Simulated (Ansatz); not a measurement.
# Lattice dynamics of Zr2CO2 monolayer, part 3 of 3

Wanted: phonon frequencies of Zr2CO2 monolayer and what follows from them.

Ansatz 0.2.0; DFT PBEsol, scalar-relativistic, plane waves, PAW; PAW set soft_1.

So far. Step 4 (Relaxing to small forces for the phonons): The largest force component left is 0.039 meV/Å, within the tolerances set. Step 5 (Zone-centre response): Before it was imposed, the acoustic sum rule was missed by 9.6e-5 eV/Å² and the charge sum rule by 0.0023 e. Small misses are needed for a sound result but don't prove that mesh and cutoff are converged. The lowest optical mode is real, 115 cm⁻¹.

### Step 6. The dispersion

Stability and thermal properties need the whole zone. Linear response on a 6×6×1 q mesh gives force constants as far as a supercell of that size would, and the tensors from the zone-centre run are typed in so that the long-range dipole term is interpolated apart.

File input.yaml:

```yaml
crystal:
  lattice:
    - [3.2785835253, 0.0, 0.0]
    - [-1.6392917626, 2.8393366213, 0.0]
    - [0.0, 0.0, 32.6]
  atoms:
    - { symbol: C, position: [0.0, 0.0, 0.3067484663] }
    - { symbol: Zr, position: [0.3333333333, 0.6666666667, 0.3493227507] }
    - { symbol: Zr, position: [0.6666666667, 0.3333333333, 0.2641741818] }
    - { symbol: O, position: [0.6666666667, 0.3333333333, 0.3772938616] }
    - { symbol: O, position: [0.3333333333, 0.6666666667, 0.2362030709] }
  periodic: [true, true, false]
kpoints:
  mp_grid: { grid: [12, 12, 1] }
hamiltonian:
  xc: pbesol
  pseudopotentials: { kind: paw, azcp: { folder: soft_1 }, xc_functional: pbe }
scf:
  occupations: { method: fixed }
output:
  eigenvalues: true
phonons:
  method: dfpt
  qmesh: [6, 6, 1]
  temperatures: { t_max: 1000, t_step: 50 }
  qpath:
    path:
      - [0.0, 0.0, 0.0]
      - [0.5, 0.0, 0.0]
      - [0.33333333, 0.33333333, 0.0]
      - [0.0, 0.0, 0.0]
    npoints: 10
  isolated: true
  non_analytic_term:
    high_frequency_dielectric_tensor: [[3.3689, 0.0, 0.0], [0.0, 3.3689, 0.0], [0.0, 0.0, 1.1703]]
    born_effective_charges:
      - { species: C, tensor: [[-5.2581, 0.0, 0.0], [0.0, -5.2581, 0.0], [0.0, 0.0, -0.3303]] }
      - { species: Zr, tensor: [[6.2971, 0.0, 0.0], [0.0, 6.2971, 0.0], [0.0, 0.0, 0.5714]] }
      - { species: Zr, tensor: [[6.2971, 0.0, 0.0], [0.0, 6.2971, 0.0], [0.0, 0.0, 0.5714]] }
      - { species: O, tensor: [[-3.6681, 0.0, 0.0], [0.0, -3.6681, 0.0], [0.0, 0.0, -0.4063]] }
      - { species: O, tensor: [[-3.6681, 0.0, 0.0], [0.0, -3.6681, 0.0], [0.0, 0.0, -0.4063]] }
    source: "zone-centre run at this cell"
```

The run is started by

```console
ansatz run input.yaml --threads 4 --pin off --max-ram 16384MiB --backend cpu --events-out ev --progress --plain --runs-dir out
```

Numbers of over 12 decimals in the logs are rounded to 6 here.

The log of the run:

```text
Warning: phonons: the dynamical matrix that this run interpolates holds no multipole term above the dipole-dipole one, and a site of this crystal is no centre of inversion, so its interpolated transverse optical and acoustic branches and sound speeds can stay off near Gamma, and the density of states and the thermodynamics with them. What a run solves at a wave vector of phonons.qpoints, Gamma apart, where the deck admits one, is free of this, and under fd what a larger phonons.supercell samples
[...]
Crystal: 5 atoms, lattice volume = 303.473 Å³
Basis set: ecut = 420 eV, 6073 PW (Γ), exchange–correlation on 48×48×450 points (8 copies of the dense FFT grid, shifted against one another)
Bands: 25, of which v1, the nominal top of the filled ones, is band 20 counted from 1 (19 counted from 0)
Symmetry: 12 space group operations
k-points: 19 of 144 (irreducible under 6 space group operations, time reversal used)
[...]
SCF iter   1: F=—  HF=-9637.961412 eV  |F-HF|=—  |Δ(HF+E_count)|=         —  Δρ=7.49e-2  dr2=2.26e1  ethr=3.10e-3  ⟨swp⟩=7.9  Hψ=2954  notcnv=0  defer=51
[...]
SCF iter  14: F=-9631.951258 eV  HF=-9631.951258 eV  |F-HF|=7.28e-12  |Δ(HF+E_count)|=  9.82e-11  Δρ=6.63e-8  dr2=8.88e-12  ethr=1.00e-12  ⟨swp⟩=23.8  Hψ=4814  notcnv=0
SCF 1 converged in 14 iterations: F = -9631.951258 eV  dr2 = 8.88e-12
[...]
NSCF: frozen V_eff on 19 k-points
[...]
DFPT response loops at q = (0, 0, 0) (fractional): preconditioner auto → none (the input reference at scf.mixing.eps_inf says where Resta's filter doesn't serve); β = 0.50; Broyden in place of MSR1
[...]
SCF converged after 14 iterations
Free energy (F): -9631.951258 eV
[...]
Internal energy: -9631.951258 eV  (E = F + TS)
E sigma→0 (E₀):  -9631.951258 eV
Fermi energy:    -5.346468 eV
[...]
--- Band table (eV; the first three rows and the last of 19) ---
  k-point 0: bands = [... 16 lower, -9.6226, -6.5726, -5.3465, -5.3465, -3.5168, -3.5168, -3.0734, -2.0542, ... 1 higher]
  k-point 1: bands = [... 16 lower, -9.5076, -6.4415, -5.9052, -5.6172, -3.5225, -3.1808, -2.9730, -2.0149, ... 1 higher]
  k-point 2: bands = [... 16 lower, -9.2616, -6.9218, -6.2688, -6.0628, -3.8477, -2.6365, -2.5253, -1.7568, ... 1 higher]
  k-point 18: bands = [... 16 lower, -9.0761, -7.6711, -7.6328, -7.6328, -3.2250, -2.2562, -2.2562, -1.4264, ... 1 higher]
--- Phonons (Γ-DFPT): 10 representative perturbations + reference (Σ response iterations 42) ---
  ASR residual: 7.890e-5 → 0.000e0 eV/Å²; symmetrization residual: 5.119e-6 eV/Å²
[...]
ASR residual per site (eV/Å²): 7.89e-5 3.60e-5 3.49e-5 5.30e-5 5.46e-5
[...]
--- Phonons (arbitrary-q DFPT): 7 irreducible q on the 6×6×1 mesh ---
  q = [0.0000, 0.0000, 0.0000] (star 1, of the zone-centre solve; hermiticity 3.81e-7, symmetrization 3.72e-11, taken by the last average 4.07e-8): -0.00 0.00 0.00 114.69 114.69 230.81 290.16 290.16 424.52 424.52 494.01 494.01 518.47 524.03 700.25
  q = [0.0000, 0.1667, 0.0000] (star 6, 15 solved perturbations on 78 of 144 k-point pairs; hermiticity 4.35e-7, symmetrization 9.61e-11, taken by the last average 5.37e-8): 58.29 86.21 127.75 148.16 171.21 222.09 324.28 366.52 411.92 464.33 496.01 502.22 509.17 632.09 680.87
[...]
q = [0.1667, 0.1667, 0.0000] (star 6, 10 solved perturbations in 1110 linear systems a pass and spin channel, the states on 144 of 144 k-point pairs; hermiticity 2.24e-7, symmetrization 1.19e-10, taken by the last average 7.41e-8): 108.06 134.37 160.92 199.05 214.83 247.77 352.06 376.69 408.37 431.23 476.68 494.62 520.54 645.70 652.95
[...]
sum rule: each row above includes the acoustic sum rule's correction from the zone centre's row sums; it moved no ω² by more than (1.34 cm⁻¹)²
  mesh force constants: q→R imaginary residual 9.28e-19; ASR residual 7.890e-5 → 0.000e0 eV/Å²; symmetrization residual 1.776e-14 eV/Å²
  interpolated dispersion: 31 rows × 15 modes
  density of states and harmonic sums: on the 24×24×1 q-mesh, interpolated from the force constants of a 6×6×1 supercell (with the dipole–dipole term of supplied tensors)
  largest difference from the sums on the solved wave vectors: F 2.20e-2 eV, S 2.88e-5 and C_V 6.64e-6 eV/K
  zero-point energy: 0.338575 eV/cell   skipped modes (ω ≤ 0): 3   left out of the sums: 3.47e-4 of the cell's modes: C_V's classical limit lies that fraction below 3 k_B per atom; for a crystal, a wire or a layer, F and S can be off by more, and a phonons.interpolated_qmesh denser along its periods is the remedy for the sampling
```

It took 21 min on 4 threads of Arm Neoverse V2, shared host; peak memory 2.6 GiB; 82 min of CPU time.

This step gave:

| Quantity | Value |
| --- | --- |
| sum-rule residual before enforcement | 7.89e-5 eV/Å² |
| lowest frequency on the path | 0 cm⁻¹ |
| highest frequency on the path or at a solved wavevector | 700.2 cm⁻¹ |
| mean frequency | 363.9 cm⁻¹ |
| lowest mode on the q mesh (acoustic modes at Γ apart) | 58.29 cm⁻¹ |
| zero-point energy per atom | 67.71 meV |
| heat capacity at 300 K | 19.02 J/(mol atoms K) |
| vibrational entropy at 300 K | 18.00 J/(mol atoms K) |

Frequencies (cm⁻¹) solved at each irreducible wavevector; negative means imaginary. Frequencies by wavevector, by row:

| q in reciprocal lattice units | star | mode 1 | mode 2 | mode 3 | mode 4 | mode 13 | mode 14 | mode 15 |
| --- | --- | --- | --- | --- | --- | --- | --- | --- |
| 0 0 0 | 1 | 0 | 0 | 0 | 114.7 | 518.5 | 524 | 700.2 |
| 0 0.1667 0 | 6 | 58.3 | 86.2 | 127.8 | 148.2 | 509.2 | 632.1 | 680.9 |
| 0 0.3333 0 | 6 | 122.4 | 138 | 154.8 | 191.3 | 498 | 625.8 | 665.3 |
| 0 -0.5 0 | 3 | 147.7 | 154.6 | 163.8 | 166.6 | 508.2 | 580.4 | 670.2 |
| 0.1667 0.1667 0 | 6 | 108.1 | 134.4 | 160.9 | 199.1 | 520.5 | 645.7 | 653 |
| 0.1667 0.3333 0 | 12 | 135.4 | 166.8 | 170.8 | 207 | 546.6 | 599.5 | 654.4 |
| 0.3333 0.3333 0 | 2 | 149.2 | 149.2 | 187.1 | 261.3 | 567.3 | 619 | 619 |

Interpolated from a 6×6×1 q mesh, with the LO-TO term (at Γ the limit along the path; where Γ stands inside the path, tables give the limit on arrival). Phonon branches along the path, in cm⁻¹:

| point | branch 1 | branch 2 | branch 3 | branch 4 | branch 12 | branch 13 | branch 14 | branch 15 |
| --- | --- | --- | --- | --- | --- | --- | --- | --- |
| Γ | 0 | 0 | 0 | 115 | 494 | 518 | 524 | 700 |
| M | 148 | 155 | 164 | 167 | 486 | 508 | 580 | 670 |
| K | 149 | 149 | 187 | 261 | 445 | 567 | 619 | 619 |
| Γ | 0 | 0 | 0 | 115 | 494 | 518 | 524 | 700 |

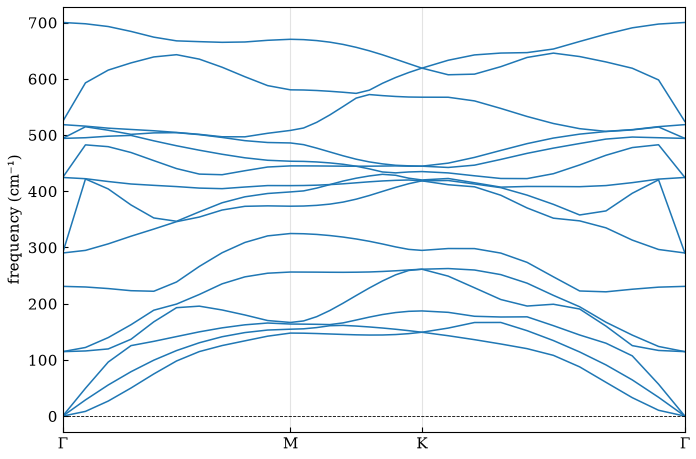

Phonon branches along the path.

The phonon density of states has structure finer than the step of the table below, so its rows give means over 50 cm⁻¹, whole bins alone (the curve runs from 5 to 705 cm⁻¹). Peaks (cm⁻¹: height): 165.0: 0.0544, 195.0: 0.0398, 255.0: 0.0407, 405.0: 0.0691, 445.0: 0.0410, 505.0: 0.0534, 665.0: 0.0401.

Tetrahedra on a 24×24×1 mesh, mean over bins of 10 cm-1. Interpolated from a 6×6×1 q mesh. The phonon density of states by wavenumber; means over each step:

| wavenumber (cm⁻¹) | phonon density of states (1/cm⁻¹/cell) |
| --- | --- |
| 50 | 0.00395 |
| 100 | 0.0133 |
| 150 | 0.0441 |
| 200 | 0.0251 |
| 250 | 0.0208 |
| 300 | 0.0133 |
| 350 | 0.0157 |
| 400 | 0.0445 |
| 450 | 0.0374 |
| 500 | 0.0333 |
| 550 | 0.00818 |
| 600 | 0.0120 |
| 650 | 0.0248 |

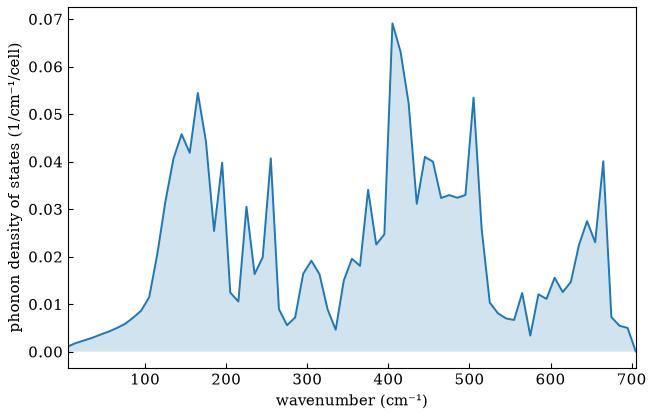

Phonon density of states, plotted against wavenumber.

The partial phonon density of states has structure finer than the step of the table below, so its rows give means over 50 cm⁻¹, whole bins alone (the curve runs from -10 to 731 cm⁻¹). Peaks (cm⁻¹: height): C 376.9: 0.00585, 502.8: 0.0177, 586.7: 0.0111, 661.3: 0.0251; O 409.6: 0.0698; Zr 167.2: 0.0509, 227.8: 0.0216, 255.7: 0.0274, 302.4: 0.0139.

Phonopy on the run's constants, 19x19x1 mesh, Gaussian sigma 5.3 cm-1. Interpolated from a 6×6×1 q mesh. The partial phonon density of states by wavenumber; means over each step; values in 1/cm⁻¹/cell:

| wavenumber (cm⁻¹) | C | O | Zr |
| --- | --- | --- | --- |
| 50 | 1.8e-4 | 4.9e-4 | 0.00319 |
| 100 | 2.6e-4 | 9.4e-4 | 0.0121 |
| 150 | 2.4e-4 | 0.00144 | 0.0422 |
| 200 | 2.9e-4 | 0.00205 | 0.0233 |
| 250 | 3.7e-4 | 0.00276 | 0.0174 |
| 300 | 6.2e-4 | 0.00264 | 0.00970 |
| 350 | 0.00323 | 0.0116 | 0.00175 |
| 400 | 0.00371 | 0.0382 | 0.00213 |
| 450 | 0.00282 | 0.0312 | 0.00392 |
| 500 | 0.0113 | 0.0192 | 0.00222 |
| 550 | 0.00717 | 0.00150 | 1.5e-4 |
| 600 | 0.00936 | 0.00225 | 2.7e-4 |
| 650 | 0.0171 | 0.00504 | 7.5e-4 |
| 700 | 0.00326 | 5.2e-4 | 1.8e-4 |

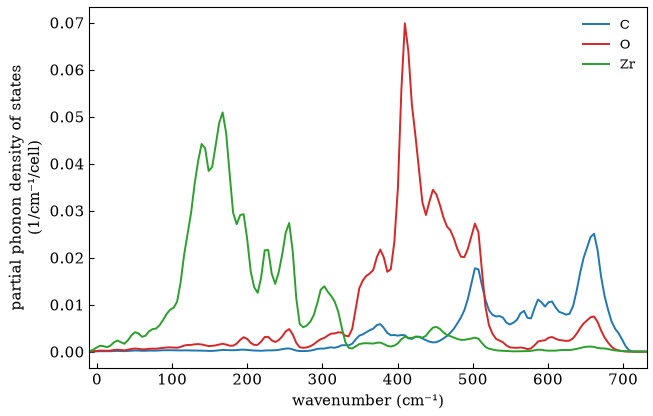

Partial phonon density of states against wavenumber.

Harmonic thermodynamic functions per atom, from the density of states. Interpolated from a 6×6×1 q mesh. Thermodynamic functions, by row:

| T (K) | F_vib (meV/atom) | S (J/mol-atom/K) | C_V (J/mol-atom/K) |
| --- | --- | --- | --- |
| 0 | 67.71 | 0 | 0 |
| 100 | 66.4 | 3.812 | 6.783 |
| 200 | 58.7 | 11.13 | 14.67 |
| 300 | 43.52 | 18 | 19.02 |
| 400 | 21.77 | 23.8 | 21.22 |
| 500 | -5.5 | 28.68 | 22.43 |
| 600 | -37.44 | 32.84 | 23.14 |
| 700 | -73.38 | 36.44 | 23.59 |
| 800 | -112.8 | 39.61 | 23.89 |
| 900 | -155.4 | 42.44 | 24.1 |
| 1000 | -200.7 | 44.99 | 24.26 |

Symmetry leaves 7 wavevectors to solve. The lowest mode among them, the acoustic zeros apart, lies at q = (0, 0.167, 0) and is real, 58.3 cm⁻¹.

### Step 7. Isotope substitution, element C, natural mass 12.011 amu

An isotope changes the mass and not the force constants, so no new electronic calculation is needed; the shifts show which modes move this element.

The same force constants with the mass of C changed from 12.011 to 13.003 u (phonopy, no LO-TO term). Both lists are sorted by frequency; levels can cross, so a row need not hold one and the same mode. Modes under 3 cm⁻¹ are left out. Isotope shifts, by row, the first 40 of 57 rows:

| q | rank | natural mass (cm⁻¹) | changed mass (cm⁻¹) |
| --- | --- | --- | --- |
| 0 0 0 | 4 | 114.7 | 114.7 |
| 0 0 0 | 5 | 114.7 | 114.7 |
| 0 0 0 | 6 | 230.8 | 230.8 |
| 0 0 0 | 7 | 290.2 | 286.3 |
| 0 0 0 | 8 | 290.2 | 286.3 |
| 0 0 0 | 9 | 424.5 | 424.5 |
| 0 0 0 | 10 | 424.5 | 424.5 |
| 0 0 0 | 11 | 494 | 482.3 |
| 0 0 0 | 12 | 494 | 482.3 |
| 0 0 0 | 13 | 518.5 | 518.4 |
| 0 0 0 | 14 | 524 | 524 |
| 0 0 0 | 15 | 700.2 | 674.5 |
| 0 0.1667 0 | 1 | 58.3 | 58.18 |
| 0 0.1667 0 | 2 | 86.21 | 86.11 |
| 0 0.1667 0 | 3 | 127.8 | 127.8 |
| 0 0.1667 0 | 4 | 148.2 | 147.9 |
| 0 0.1667 0 | 5 | 171.2 | 171.1 |
| 0 0.1667 0 | 6 | 222.1 | 222.1 |
| 0 0.1667 0 | 7 | 324.3 | 320.3 |
| 0 0.1667 0 | 8 | 366.5 | 365.1 |
| 0 0.1667 0 | 9 | 411.9 | 411.6 |
| 0 0.1667 0 | 10 | 464.3 | 460.9 |
| 0 0.1667 0 | 11 | 496 | 489.6 |
| 0 0.1667 0 | 12 | 502.2 | 495.8 |
| 0 0.1667 0 | 13 | 509.2 | 506.9 |
| 0 0.1667 0 | 14 | 632.1 | 615.9 |
| 0 0.1667 0 | 15 | 680.9 | 658.9 |
| 0 0.3333 0 | 1 | 122.4 | 122.3 |
| 0 0.3333 0 | 2 | 138 | 138 |
| 0 0.3333 0 | 3 | 154.8 | 154.8 |
| 0 0.3333 0 | 4 | 191.3 | 191.2 |
| 0 0.3333 0 | 5 | 229.7 | 229.4 |
| 0 0.3333 0 | 6 | 283.1 | 282.9 |
| 0 0.3333 0 | 7 | 362.8 | 359.6 |
| 0 0.3333 0 | 8 | 374.6 | 370.8 |
| 0 0.3333 0 | 9 | 404.6 | 404.5 |
| 0 0.3333 0 | 10 | 428.6 | 427.1 |
| 0 0.3333 0 | 11 | 468.1 | 467.6 |
| 0 0.3333 0 | 12 | 497.7 | 483.4 |
| 0 0.3333 0 | 13 | 498 | 495.2 |

A mode of this element alone would shift by -3.89 %. The highest zone-centre frequency without the field goes from 700.2 to 674.5 cm⁻¹ (-3.7 %). The product of the frequency ratios over all optical modes at Γ is 0.894; the product rule, (m/m′)^(3k/2) (M′/M)^(3/2) with k = 1 such atoms and M the mass of the cell, gives 0.894.

### Step 8. Another isotope, element O, natural mass 15.999 amu

The same for O, from 16.00 to 18.00 u.

A mode of this element alone would shift by -5.72 %. The highest zone-centre frequency without the field goes from 700.2 to 700.1 cm⁻¹ (-0.0 %). The product of the frequency ratios over all optical modes at Γ is 0.721; the product rule, (m/m′)^(3k/2) (M′/M)^(3/2) with k = 2 such atoms and M the mass of the cell, gives 0.721.

### Step 9. Another isotope, element Zr, natural mass 91.222 amu

The same for Zr, from 91.22 to 95.91 u.

The same force constants with the mass of Zr changed from 91.222 to 95.908 u (phonopy, no LO-TO term). Both lists are sorted by frequency; levels can cross, so a row need not hold one and the same mode. Modes under 3 cm⁻¹ are left out. Isotope shifts, by row, the first 40 of 57 rows:

| q | rank | natural mass (cm⁻¹) | changed mass (cm⁻¹) |
| --- | --- | --- | --- |
| 0 0 0 | 4 | 114.7 | 112.1 |
| 0 0 0 | 5 | 114.7 | 112.1 |
| 0 0 0 | 6 | 230.8 | 226.2 |
| 0 0 0 | 7 | 290.2 | 288.8 |
| 0 0 0 | 8 | 290.2 | 288.8 |
| 0 0 0 | 9 | 424.5 | 423.7 |
| 0 0 0 | 10 | 424.5 | 423.7 |
| 0 0 0 | 11 | 494 | 494 |
| 0 0 0 | 12 | 494 | 494 |
| 0 0 0 | 13 | 518.5 | 516.6 |
| 0 0 0 | 14 | 524 | 521.5 |
| 0 0 0 | 15 | 700.2 | 699.4 |
| 0 0.1667 0 | 1 | 58.3 | 57.11 |
| 0 0.1667 0 | 2 | 86.21 | 84.32 |
| 0 0.1667 0 | 3 | 127.8 | 124.8 |
| 0 0.1667 0 | 4 | 148.2 | 145.1 |
| 0 0.1667 0 | 5 | 171.2 | 167.5 |
| 0 0.1667 0 | 6 | 222.1 | 217.4 |
| 0 0.1667 0 | 7 | 324.3 | 323.4 |
| 0 0.1667 0 | 8 | 366.5 | 365.5 |
| 0 0.1667 0 | 9 | 411.9 | 411.3 |
| 0 0.1667 0 | 10 | 464.3 | 463.1 |
| 0 0.1667 0 | 11 | 496 | 494.4 |
| 0 0.1667 0 | 12 | 502.2 | 502.1 |
| 0 0.1667 0 | 13 | 509.2 | 507.8 |
| 0 0.1667 0 | 14 | 632.1 | 630.4 |
| 0 0.1667 0 | 15 | 680.9 | 680.3 |
| 0 0.3333 0 | 1 | 122.4 | 119.5 |
| 0 0.3333 0 | 2 | 138 | 134.7 |
| 0 0.3333 0 | 3 | 154.8 | 151.1 |
| 0 0.3333 0 | 4 | 191.3 | 186.9 |
| 0 0.3333 0 | 5 | 229.7 | 224.8 |
| 0 0.3333 0 | 6 | 283.1 | 277.3 |
| 0 0.3333 0 | 7 | 362.8 | 362.2 |
| 0 0.3333 0 | 8 | 374.6 | 374.2 |
| 0 0.3333 0 | 9 | 404.6 | 404.2 |
| 0 0.3333 0 | 10 | 428.6 | 427.5 |
| 0 0.3333 0 | 11 | 468.1 | 466.7 |
| 0 0.3333 0 | 12 | 497.7 | 496.8 |
| 0 0.3333 0 | 13 | 498 | 497.5 |

A mode of this element alone would shift by -2.47 %. The highest zone-centre frequency without the field goes from 700.2 to 699.4 cm⁻¹ (-0.1 %). The product of the frequency ratios over all optical modes at Γ is 0.914; the product rule, (m/m′)^(3k/2) (M′/M)^(3/2) with k = 2 such atoms and M the mass of the cell, gives 0.914.

### Step 10. What came out

```json
{
  "space group after relaxation (within 0.01 Å)": "P-3m1",
  "area per atom": "1.86 Å²",
  "gap on the k-mesh": "0.927 eV",
  "highest optical mode at the zone centre (no LO-TO term)": "700 cm⁻¹",
  "lowest optical zone-centre mode": "115 cm⁻¹",
  "largest Born charge (third of the trace)": "4.39 e",
  "lowest mode on the q mesh (acoustic modes at Γ apart)": "58.3 cm⁻¹",
  "highest frequency on the path or at a solved wavevector": "700 cm⁻¹",
  "zero-point energy per atom": "67.7 meV",
  "heat capacity at 300 K": "19.0 J/(mol atoms K)",
  "vibrational entropy at 300 K": "18.0 J/(mol atoms K)",
  "imaginary modes on the 6×6×1 q mesh": "none"
}
```

**Reading.** The structure is a minimum as far as tested: no mode is imaginary at the 7 irreducible wavevectors of the 6×6×1 mesh, and the softest away from the acoustic zeros lies at 58 cm⁻¹. Without the field, the optical modes at Γ span 115 to 700 cm⁻¹. The highest mode in this list at Γ, 700.2 cm⁻¹, is mostly motion of C (95 % of the kinetic energy). The strongest infrared line is at 290 cm⁻¹. Averaged over orientations, the strongest Raman line at 532 nm and 300 K is at 231 cm⁻¹. The tensors are the static, non-resonant ones, while 532 nm light (2.33 eV) lies above the computed gap. In a sheet or slab the interpolated bending branch near Γ is rough, since the rotational sum rule isn't imposed. Dielectric tensors refer to the cell with its vacuum. The PAW files were made for PBE and serve the other functionals too. The starting cell was built on a prototype and not taken from a measurement. These are harmonic frequencies at zero temperature: anharmonic shifts, linewidths and thermal expansion are left out.

[Logs are printed without paths, hosts, clocks, repeated set-up lines and the standing remarks that a program may print on its own settings, such as how far it seeks lower states.]

[Hosts, paths, dates, database ids (printed as entryN), source tags and the programs' standing remarks are cut or masked in the printed files.]
